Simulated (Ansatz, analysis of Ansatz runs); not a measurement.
# CsLi2Br3 (Immm), V_Br hop (4.0 Å): attempt frequency at charge +1

Aim: the prefactor of a hop in CsLi2Br3 (Immm) (V_Br hop (4.0 Å), charge +1) from the modes of the moving atom at the start and at the top of a path found beforehand. Model: a cell of 72 host atoms with 1 Br taken out.

Method: plane-wave PAW DFT, PBEsol; finite-difference force constants of the moving atom alone, in Ansatz 0.2.0.

## Step 1: Set-up

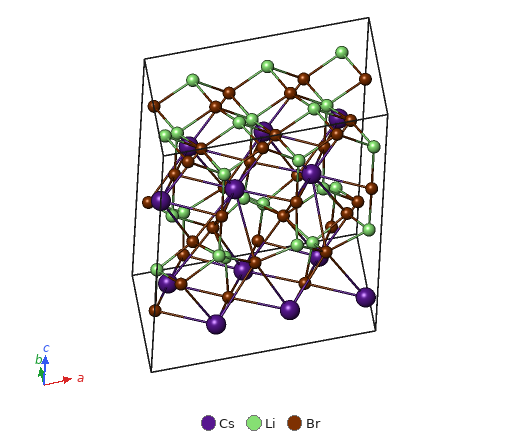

The cell as given, from a free direction (caesium purple, lithium green, bromine brown).

The cell holds 71 atoms: 12 Cs, 24 Li and 35 Br. Its edges and angles: a = 13.853 Å, b = 11.980 Å, c = 13.179 Å, α = 90.0°, β = 90.0°, γ = 67.3°. It derives from CsLi2Br3 (space group Immm). Nearest the centre at fractional (0.458, 0.625, 0.890): Br45 at 1.93 Å, Li30 at 2.07 Å, Cs25 at 3.07 Å, Cs48 at 3.13 Å, Br43 at 3.24 Å, Br20 at 3.26 Å, Li33 at 4.02 Å, Li56 at 4.08 Å. The cell carries charge +1.

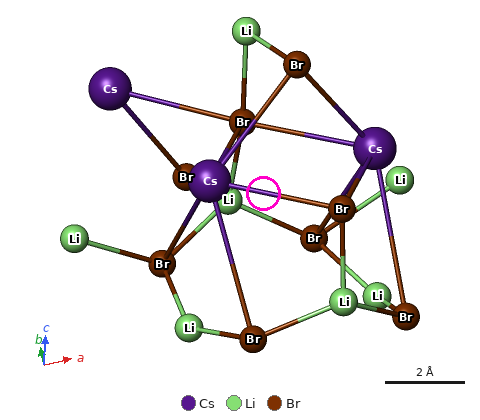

The atoms within 5 Å of the centre. A ring marks the centre wherever it is empty.

The cell's shortest repeat is 12.0 Å.

## Step 2: Vibrations of the moving atom at the start point

Harmonic transition-state theory takes the prefactor from the modes at the minimum and at the top. Only the moving atom is displaced, by 0.02 Å, which takes six displaced runs and a reference; the host's atoms are held.

Contents of qp1.start.modes/input.yaml:

```yaml
crystal:
  lattice:
    - [13.85313549, 0.0, 0.0]
    - [4.61771183, 11.05374572, 0.0]
    - [0.0, 0.0, 13.17916514]
  atoms:
    - { symbol: Cs, position: [8.235e-05, 0.50027287, 0.00594107] }
    - { symbol: Cs, position: [0.08094805, 0.75378802, 0.49548209] }
    - { symbol: Cs, position: [0.16654454, 0.00098972, 0.00164609] }
    - { symbol: Cs, position: [0.25230566, 0.24712457, 0.49991404] }
    - { symbol: Li, position: [0.00218105, 0.49835525, 0.30689421] }
    - { symbol: Li, position: [0.08229009, 0.75208563, 0.80789216] }
    - { symbol: Li, position: [0.16766817, -0.00012812, 0.30734295] }
    - { symbol: Li, position: [0.24956828, 0.26385277, 0.80966427] }
    - { symbol: Li, position: [-0.00073964, 0.49994632, 0.68799412] }
    - { symbol: Li, position: [0.08373466, 0.75052194, 0.1904659] }
    - { symbol: Li, position: [0.16182483, 0.01803769, 0.68914732] }
    - { symbol: Li, position: [0.25077314, 0.25071819, 0.19218748] }
    - { symbol: Br, position: [-0.00088675, 0.00098985, 0.77456434] }
    - { symbol: Br, position: [0.08500466, 0.24930864, 0.28286983] }
    - { symbol: Br, position: [0.15385447, 0.50537219, 0.78578839] }
    - { symbol: Br, position: [0.24991405, 0.75051701, 0.27977524] }
    - { symbol: Br, position: [-4.703e-05, 0.00093662, 0.2187834] }
    - { symbol: Br, position: [0.0842462, 0.2502068, 0.71736171] }
    - { symbol: Br, position: [0.16795811, 0.49958562, 0.21516795] }
    - { symbol: Br, position: [0.26635876, 0.73136508, 0.7280813] }
    - { symbol: Br, position: [0.00156762, 0.49888484, 0.4986917] }
    - { symbol: Br, position: [0.08269062, 0.75291176, -0.00160343] }
    - { symbol: Br, position: [0.16986432, -0.00339514, 0.50089542] }
    - { symbol: Br, position: [0.25035318, 0.24941632, -0.00051685] }
    - { symbol: Cs, position: [0.33031427, 0.50022299, -0.00336566] }
    - { symbol: Cs, position: [0.41645985, 0.74658636, 0.49364329] }
    - { symbol: Cs, position: [0.49994669, 0.00136962, 0.00556736] }
    - { symbol: Cs, position: [0.58115099, 0.25062661, 0.50163943] }
    - { symbol: Li, position: [0.33289629, 0.49995391, 0.30426501] }
    - { symbol: Li, position: [0.40309299, 0.7880422, 0.81233597] }
    - { symbol: Li, position: [0.50078207, -0.00203056, 0.30825181] }
    - { symbol: Li, position: [0.59337707, 0.21637622, 0.81424086] }
    - { symbol: Li, position: [0.30553817, 0.50832445, 0.68277843] }
    - { symbol: Li, position: [0.41663031, 0.74965373, 0.18983221] }
    - { symbol: Li, position: [0.51233557, -0.03882974, 0.68770486] }
    - { symbol: Li, position: [0.58282678, 0.24999919, 0.19286788] }
    - { symbol: Br, position: [0.33747851, 0.01165674, 0.7748354] }
    - { symbol: Br, position: [0.41747814, 0.24814959, 0.28416395] }
    - { symbol: Br, position: [0.58350221, 0.74906844, 0.28012803] }
    - { symbol: Br, position: [0.33423576, -0.00121155, 0.21686019] }
    - { symbol: Br, position: [0.41706731, 0.29218168, 0.73385258] }
    - { symbol: Br, position: [0.49932102, 0.49989206, 0.21415401] }
    - { symbol: Br, position: [0.58004409, 0.72462853, 0.7250932] }
    - { symbol: Br, position: [0.32883002, 0.50175879, 0.49651134] }
    - { symbol: Br, position: [0.41956789, 0.74596871, -0.00437478] }
    - { symbol: Br, position: [0.50162384, -0.00374817, 0.50298548] }
    - { symbol: Br, position: [0.58315297, 0.25297325, -0.00085063] }
    - { symbol: Cs, position: [0.67176824, 0.49797542, 0.00199199] }
    - { symbol: Cs, position: [0.75250577, 0.7485919, 0.4923025] }
    - { symbol: Cs, position: [0.83417073, -0.00049277, 0.00240975] }
    - { symbol: Cs, position: [0.91914742, 0.24660985, 0.49694117] }
    - { symbol: Li, position: [0.66721034, 0.49758329, 0.30453676] }
    - { symbol: Li, position: [0.75424084, 0.74085203, 0.809464] }
    - { symbol: Li, position: [0.83242822, 0.00206065, 0.3073203] }
    - { symbol: Li, position: [0.91662137, 0.24866024, 0.8092492] }
    - { symbol: Li, position: [0.69335618, 0.49484075, 0.68190411] }
    - { symbol: Li, position: [0.75048133, 0.74976389, 0.19105241] }
    - { symbol: Li, position: [0.83769862, -0.01747277, 0.68846892] }
    - { symbol: Li, position: [0.91766088, 0.24874566, 0.19257119] }
    - { symbol: Br, position: [0.66288768, -0.00792379, 0.77585463] }
    - { symbol: Br, position: [0.7493201, 0.25031806, 0.28193986] }
    - { symbol: Br, position: [0.84159699, 0.50037777, 0.786249] }
    - { symbol: Br, position: [0.91753507, 0.74989999, 0.28028313] }
    - { symbol: Br, position: [0.6669384, -0.00052094, 0.21793261] }
    - { symbol: Br, position: [0.73191543, 0.27323605, 0.73073705] }
    - { symbol: Br, position: [0.83409561, 0.49930897, 0.21795841] }
    - { symbol: Br, position: [0.91467699, 0.75178767, 0.71356017] }
    - { symbol: Br, position: [0.66912052, 0.4984977, 0.4971459] }
    - { symbol: Br, position: [0.74928885, 0.7512062, -0.00103356] }
    - { symbol: Br, position: [0.82996174, 0.00379153, 0.50039181] }
    - { symbol: Br, position: [0.91833729, 0.24793126, -0.00032491] }
  symmetry: { detect: false }
total_charge: 1
basis:
  ecutwfc: 420
  xc_grid: 2
hamiltonian:
  xc: pbesol
kpoints:
  mp_grid: { grid: [1, 1, 1], shift: [0.25, 0.25, 0.25] }
scf:
  occupations: { method: fixed }
  max_iter: 150
phonons:
  supercell: [1, 1, 1]
  displaced_sites: [44]
  amplitude: 0.02
```

Run with:

```console
ansatz run input.yaml --threads 32 --pin off --max-ram 84787MiB --backend cuda --events-out ev --progress --plain --runs-dir out --max-vram 78GiB
```

Numbers of over 12 decimals in the logs are rounded to 6 here.

What it wrote:

```text
[... repeated set-up lines and file paths are left out, and long positions are rounded to six places ...]
Engine: ansatz 0.2.0, aarch64-unknown-linux-gnu
Pseudopotentials: kind: paw
Pseudopotential: Cs, paw, valence charge 9, recommended cutoff 420 eV (normal), Cs.paw.azcp
Pseudopotential: Li, paw, valence charge 3, recommended cutoff 420 eV (normal), Li.paw.azcp
Pseudopotential: Br, paw, valence charge 7, recommended cutoff 420 eV (normal), Br.paw.azcp
Functional definition: PBEsol
  exchange = pbesol_x
  correlation = pbesol_c
[...]
Crystal: 71 atoms, lattice volume = 2018.113 Å³
Basis set: ecut = 420 eV, 39381 PW (Γ), exchange–correlation on 192×162×180 points (8 copies of the dense FFT grid, shifted against one another)
Bands: 283, of which v1, the nominal top of the filled ones, is band 212 counted from 1 (211 counted from 0)
Symmetry: 1 space group operations
k-points: 1
Non-local potential: Cs, projectors of the file, l = 0: 3, l = 1: 2, l = 2: 2, l = 3: 2
Non-local potential: Li, projectors of the file, l = 0: 3, l = 1: 2, l = 2: 1
Non-local potential: Br, projectors of the file, l = 0: 2, l = 1: 2, l = 2: 2
PAW form: soft (Blöchl's): semilocal exchange-correlation on the pseudo side does not see the compensation charge
PAW frozen core: Cs, regenerated for the run's functional, and the local potential with it (the file was generated under x = pbe(κ = 0.804, μ = 0.219515), c = pbe(β = 0.066725))
PAW frozen core: Br, regenerated for the run's functional, and the local potential with it (the file was generated under x = pbe(κ = 0.804, μ = 0.219515), c = pbe(β = 0.066725))
PAW one-centre angular grid: Cs, 194 points (default); XC on 64 Gauss nodes
PAW one-centre angular grid: Li, 110 points (default); XC on 64 Gauss nodes
PAW one-centre angular grid: Br, 110 points (default); XC on 64 Gauss nodes
Initial density: superposition of atomic densities (neutral atoms scaled as one to the charged cell's electrons: chi_scale 0, normalization atom), corrected by the library's trained network
Initial wavefunctions: pseudopotential atomic-orbital guess
[...]
Functional: x = pbesol(κ = 0.804, μ = 0.123457), c = pbesol(β = 0.046)
SCF iter   1: F=—  HF=-167797.920544 eV  |F-HF|=—  |Δ(HF+E_count)|=         —  Δρ=1.36e-3  dr2=5.03e-2  ethr=1.77e-3  ⟨swp⟩=7.0  Hψ=1069  notcnv=0  defer=69
preconditioner: auto → Resta (q_TF=auto, 2.104 Å⁻¹)  ε∞=2.9  [insulator: Δε(μ)=4.558 eV  Ē_g=11.385 eV  n_scr=320 (ndim 8)  ℏωp=15.5 eV  f_vac=0.014  ε∞_Penn≈2.9]
SCF iter   2: F=—  HF=-167797.903766 eV  |F-HF|=—  |Δ(HF+E_count)|=   1.68e-2  Δρ=7.37e-4  dr2=1.45e-2  ethr=1.19e-5  ⟨swp⟩=4.0  Hψ=543  notcnv=0  defer=69
[...]
SCF iter   9: F=-167797.903319 eV  HF=-167797.903319 eV  |F-HF|=3.49e-10  |Δ(HF+E_count)|=   6.23e-9  Δρ=8.34e-8  dr2=2.30e-10  ethr=1.00e-12  ⟨swp⟩=24.0  Hψ=2353  notcnv=0
SCF 1 converged in 9 iterations: F = -167797.903319 eV  dr2 = 2.30e-10
  greatest PAW one-centre occupation: 1.000 electrons in one spin orbital (limit 2), on the Li atom at site 31 (counted from 0), in its partial waves of l = 0
[...]
iter 1 solved again at ethr=1.48e-7 eV; its pass at ethr=3.10e-3 eV (dr2=6.29e-4 eV) is discarded
SCF iter   1: F=—  HF=-167797.902890 eV  |F-HF|=—  |Δ(HF+E_count)|=         —  Δρ=4.54e-5  dr2=3.68e-5  ethr=1.48e-7  ⟨swp⟩=4.0  Hψ=1146  notcnv=0  defer=69
SCF iter   2: F=—  HF=-167797.903073 eV  |F-HF|=—  |Δ(HF+E_count)|=   1.83e-4  Δρ=2.35e-5  dr2=9.34e-6  ethr=8.67e-9  ⟨swp⟩=2.0  Hψ=429  notcnv=0  defer=66
[...]
SCF iter   7: F=-167797.903076 eV  HF=-167797.903076 eV  |F-HF|=5.82e-11  |Δ(HF+E_count)|=  5.82e-11  Δρ=1.46e-8  dr2=7.82e-12  ethr=1.00e-12  ⟨swp⟩=4.0  Hψ=890  notcnv=0
SCF 2 converged in 7 iterations: F = -167797.903076 eV  dr2 = 7.82e-12
[...]
iter 1 solved again at ethr=4.53e-10 eV; its pass at ethr=3.10e-3 eV (dr2=1.92e-6 eV) is discarded
[...]
SCF iter   5: F=-167797.903105 eV  HF=-167797.903105 eV  |F-HF|=8.73e-11  |Δ(HF+E_count)|=  1.75e-10  Δρ=2.33e-8  dr2=1.47e-11  ethr=1.00e-12  ⟨swp⟩=4.0  Hψ=874  notcnv=0
SCF 3 converged in 5 iterations: F = -167797.903105 eV  dr2 = 1.47e-11
[...]
SCF 4 converged in 7 iterations: F = -167797.902983 eV  dr2 = 1.76e-11
[...]
SCF 5 converged in 5 iterations: F = -167797.902984 eV  dr2 = 1.64e-11
[...]
SCF 6 converged in 7 iterations: F = -167797.902551 eV  dr2 = 3.62e-11
[...]
SCF 7 converged in 5 iterations: F = -167797.902576 eV  dr2 = 2.04e-11
SCF converged after 9 iterations
[...]
[... 3 atoms left out ...]
  atom  56  Li    -0.00088791    -0.00012408    -0.00192381
  [... 15 atoms left out ...]
  max |Σ_I F_I| component: 4.02e-6 eV/Å
--- Band table (eV) ---
  k-point 0: bands = ["-41.7274", "-41.6895", "-41.6851", "-41.6662", [... 49 left out ...] "-10.7856", "-10.7787", "-10.7658", "-10.7"]
--- Phonons: 6 displaced members + reference (amplitude 0.02 Å, Σ member SCF iterations 36) ---
  symmetry images taken by strict's conditions (phonons.symmetry_images: auto; settled by no image being taken that strict refuses)
  force constants formed among 1 of 71 sites (Br 44); the other 70 at rest. The modes move the named sites alone.
  the frequencies, the zero-point energy and the sums are of the block with the acoustic sum rule laid on its rows. Row sums over every site: 1.8e-4 eV/Å² at the most
  transpose residual: 3.2e-4 eV/Å²
  largest component of a force at the reference: 7.8e-4 eV/Å on a named site, 3.8e-3 eV/Å on a site at rest
  frequencies among the named sites at Γ of the cell (cm⁻¹): 62.31 73.64 114.60
  unstable modes among the named sites: 0
  frequencies as built, with no sum rule (cm⁻¹): 62.31 73.64 114.59
  zero-point energy: 0.015532 eV/cell   skipped modes (ω ≤ 0): 0
  not written: the harmonic force-constant file, the file of eigenvectors (these modes' are written with the force constants), the density of states and the dispersion, which are of every site
```

Elapsed: 3.7 s, on 1 × NVIDIA GB200 with 32 threads of Arm Neoverse V2, shared host; peak memory 2.3 GiB; 18 s of CPU time.

This step gave:

```yaml
free_energy: -167797.9033 eV
frequencies_of_moving_atom: 62.31, 73.64, 114.6 cm⁻¹ (negative: imaginary)
```

The three modes are 62, 74 and 115 cm⁻¹: all real, a minimum for this atom with the others held.

## Step 3: Vibrations of the moving atom at the top of the path

The same at the top, where the mode along the path should be imaginary.

Contents of qp1.top.modes/input.yaml:

```yaml
crystal:
  lattice:
    - [13.85313549, 0.0, 0.0]
    - [4.61771183, 11.05374572, 0.0]
    - [0.0, 0.0, 13.17916514]
  atoms:
    - { symbol: Cs, position: [-0.00074356, 0.50012986, 0.0063108] }
    - { symbol: Cs, position: [0.07974682, 0.75465015, 0.49479328] }
[... 17 atom lines left out ...]
    - { symbol: Br, position: [0.24442857, 0.75611997, 0.7067952] }
[... 4 atom lines left out ...]
    - { symbol: Cs, position: [0.32782062, 0.47815562, 0.01212405] }
[... 4 atom lines left out ...]
    - { symbol: Li, position: [0.4082273, 0.77891633, 0.7776104] }
[... 1 atom line left out ...]
    - { symbol: Li, position: [0.59107731, 0.22648274, 0.81554981] }
    - { symbol: Li, position: [0.31453094, 0.51471206, 0.69312469] }
    - { symbol: Li, position: [0.41980711, 0.74037735, 0.21359841] }
[... 2 atom lines left out ...]
    - { symbol: Br, position: [0.33936721, 0.00595984, 0.77644569] }
[... 5 atom lines left out ...]
    - { symbol: Br, position: [0.58913639, 0.74563624, 0.70233567] }
[... 1 atom line left out ...]
    - { symbol: Br, position: [0.463129, 0.61173842, -0.11169869] }
[... 1 atom line left out ...]
    - { symbol: Br, position: [0.5852004, 0.24577035, 0.00286892] }
    - { symbol: Cs, position: [0.68749313, 0.47675511, 0.01367869] }
[... 7 atom lines left out ...]
    - { symbol: Li, position: [0.68079334, 0.50545214, 0.69060978] }
[... 14 atom lines left out ...]
    - { symbol: Br, position: [0.92987073, 0.23942353, 0.00080803] }
  symmetry: { detect: false }
total_charge: 1
basis:
  ecutwfc: 420
  xc_grid: 2
hamiltonian:
  xc: pbesol
kpoints:
  mp_grid: { grid: [1, 1, 1], shift: [0.25, 0.25, 0.25] }
scf:
  occupations: { method: fixed }
  max_iter: 150
phonons:
  supercell: [1, 1, 1]
  displaced_sites: [44]
  amplitude: 0.02
```

What it wrote:

```text
[...]
Crystal: 71 atoms, lattice volume = 2018.113 Å³
Basis set: ecut = 420 eV, 39381 PW (Γ), exchange–correlation on 192×162×180 points (8 copies of the dense FFT grid, shifted against one another)
Bands: 283, of which v1, the nominal top of the filled ones, is band 212 counted from 1 (211 counted from 0)
Symmetry: 1 space group operations
k-points: 1
[...]
SCF iter   1: F=—  HF=-167797.205809 eV  |F-HF|=—  |Δ(HF+E_count)|=         —  Δρ=1.36e-3  dr2=5.52e-2  ethr=1.77e-3  ⟨swp⟩=6.0  Hψ=1060  notcnv=0  defer=69
[...]
SCF iter   2: F=—  HF=-167797.184759 eV  |F-HF|=—  |Δ(HF+E_count)|=   2.10e-2  Δρ=7.44e-4  dr2=1.60e-2  ethr=1.30e-5  ⟨swp⟩=4.0  Hψ=543  notcnv=0  defer=69
[...]
SCF iter   9: F=-167797.183199 eV  HF=-167797.183199 eV  |F-HF|=3.49e-10  |Δ(HF+E_count)|=   6.75e-9  Δρ=8.15e-8  dr2=2.25e-10  ethr=1.00e-12  ⟨swp⟩=24.0  Hψ=2524  notcnv=0
SCF 1 converged in 9 iterations: F = -167797.183199 eV  dr2 = 2.25e-10
[...]
SCF iter   2: F=—  HF=-167797.182818 eV  |F-HF|=—  |Δ(HF+E_count)|=   3.74e-4  Δρ=2.52e-5  dr2=1.35e-5  ethr=9.67e-9  ⟨swp⟩=2.0  Hψ=428  notcnv=0  defer=67
[...]
SCF iter   7: F=-167797.182821 eV  HF=-167797.182821 eV  |F-HF|=2.91e-11  |Δ(HF+E_count)|=  4.07e-10  Δρ=1.97e-8  dr2=1.74e-11  ethr=1.00e-12  ⟨swp⟩=5.0  Hψ=1025  notcnv=0
SCF 2 converged in 7 iterations: F = -167797.182821 eV  dr2 = 1.74e-11
[...]
SCF iter   5: F=-167797.182742 eV  HF=-167797.182742 eV  |F-HF|=2.91e-11  |Δ(HF+E_count)|=  2.33e-10  Δρ=3.07e-8  dr2=2.81e-11  ethr=1.00e-12  ⟨swp⟩=5.0  Hψ=1031  notcnv=0
SCF 3 converged in 5 iterations: F = -167797.182742 eV  dr2 = 2.81e-11
[...]
SCF 4 converged in 7 iterations: F = -167797.182556 eV  dr2 = 3.66e-11
[...]
SCF 5 converged in 5 iterations: F = -167797.182790 eV  dr2 = 3.70e-11
[...]
SCF 6 converged in 7 iterations: F = -167797.182824 eV  dr2 = 3.69e-11
[...]
SCF 7 converged in 5 iterations: F = -167797.182661 eV  dr2 = 2.63e-11
SCF converged after 9 iterations
[...]
[... 2 atoms left out ...]
  atom  56  Li    -0.00329587    -0.00364901     0.00290109
  [... 15 atoms left out ...]
  max |Σ_I F_I| component: 6.21e-6 eV/Å
--- Band table (eV) ---
[...]
transpose residual: 2.8e-4 eV/Å²
[...]
frequencies among the named sites at Γ of the cell (cm⁻¹): -34.60 84.25 133.83
  unstable modes among the named sites: 1
  frequencies as built, with no sum rule (cm⁻¹): -34.60 84.25 133.83
  zero-point energy: 0.013519 eV/cell   skipped modes (ω ≤ 0): 1, of them read as no rigid motion or as one in doubt: 1 (1.000e0 modes/cell left out, lowest -34.60 cm⁻¹)
[...]
```

The job ended after 3.4 s (1 × NVIDIA GB200 with 32 threads; peak memory 2.3 GiB; 17 s of CPU time).

This step gave:

* free energy: -167797.1832 eV
* frequencies of moving atom: -34.60, 84.25, 133.8 cm⁻¹ (negative: imaginary)

The three modes are 35i, 84 and 134 cm⁻¹: one imaginary, a saddle of first order for this atom with the others held.

## Step 4: Attempt frequency and hop rate

Analysis of the runs above: harmonic transition-state theory from the moving atom's modes alone (Vineyard), PBEsol.

It gives:

- attempt frequency: 1.398 THz

The hop rate by temperature:

```
temperature (K)  hop rate (1/s)
            200          1.0e-6
            300            1.12
            400            1182
            600           1.2e6
            800           4.1e7
           1000           3.3e8
```

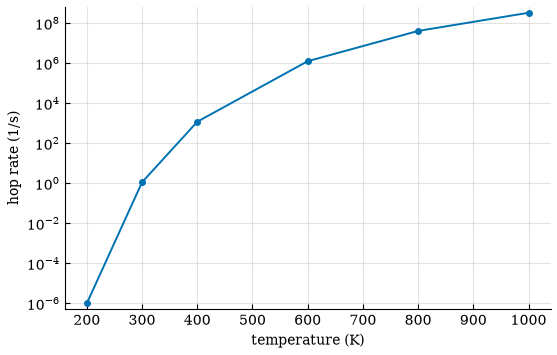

Hop rate against temperature.

## Step 5: Outcome

| Quantity | Value |
| --- | --- |
| attempt frequency (attempt frequency and hop rate) | 1.40 THz |

What this shows: The attempt frequency, the product of the three frequencies at the start over that of the two real ones at the top (Vineyard), is 1.4 THz. With the barrier of 0.72 eV it gives 1.2e+06 hops a second at 600 K along this one path; equivalent neighbouring sites multiply that. The host's atoms were held, though they move along the path too, so the prefactor is rough. Limits: one k-point off the zone centre stands for the whole zone; spin–orbit coupling, which can matter with heavy atoms, is left out.

[Logs are printed without paths, hosts, clocks, repeated set-up lines and the standing remarks that a program may print on its own settings, such as how far it seeks lower states.]

[Hosts, paths, dates, database ids (printed as entryN), source tags and the programs' standing remarks are cut or masked in the printed files.]
